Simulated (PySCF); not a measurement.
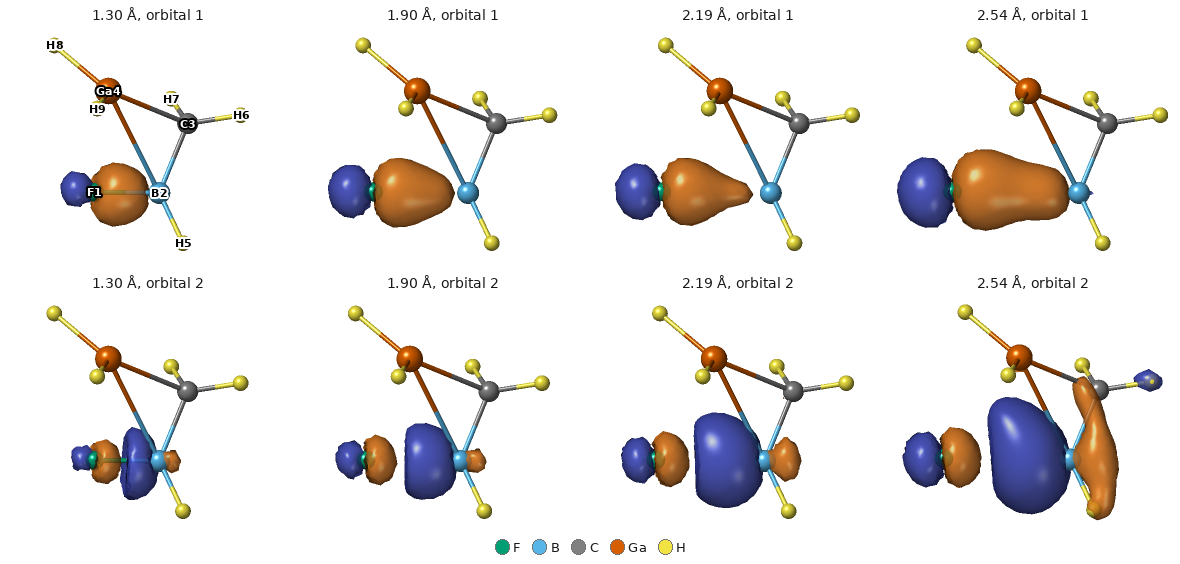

Figure. CH$_{5}$BFGa, SMILES `FB[CH2][GaH2]`. Rigid stretch of the F1–B2 bond. The two CASSCF(2,2) natural orbitals nearest half filling (orbital 1 the more occupied).

Level of theory: def2-SVP basis (PySCF), at a geometry from GFN2-xTB. No frequency check shows the geometry to be a minimum. GFN2-xTB bond lengths at metals and heavier atoms can be off by up to 0.1 Å and shapes distorted, which carries into these values.

Cartesian coordinates (Å):

```
F1       1.1931   -1.1112   -0.2586
B2       1.6637    0.0786    0.2938
C3       0.8260    1.2628   -0.1565
Ga4     -0.8154   -0.0156    0.0476
H5       2.4741   -0.0481    1.1257
H6       0.9871    2.2361    0.2983
H7       0.7457    1.3774   -1.2448
H8      -1.6108   -0.4053   -1.2445
H9      -1.3293   -0.6454    1.3882
```

> How do the occupations change along the stretch?

1.30 Å: 1.99 and 0.01; 1.90 Å: 1.96 and 0.04; 2.19 Å: 1.95 and 0.06; 2.54 Å: 1.89 and 0.11. At the longest distance computed (3.95 Å) they are 1.14 and 0.86, and the effective number of unpaired electrons is 1.9.

> Where does the UHF solution part from RHF?

Between 2.19 Å (⟨S²⟩ = 0, the two coincide) and 2.54 Å (⟨S²⟩ = 0.54); at 3.95 Å ⟨S²⟩ is 1.00 and UHF lies 3.2 eV below RHF.

> How much energy does the stretch cost?

By CASSCF, 6.0 eV from the lowest point of the scan (1.41 Å) to 3.95 Å; RHF gives 8.5 eV from its own lowest point. The fragments aren't relaxed and dynamic correlation is missing, so this isn't a bond dissociation energy.
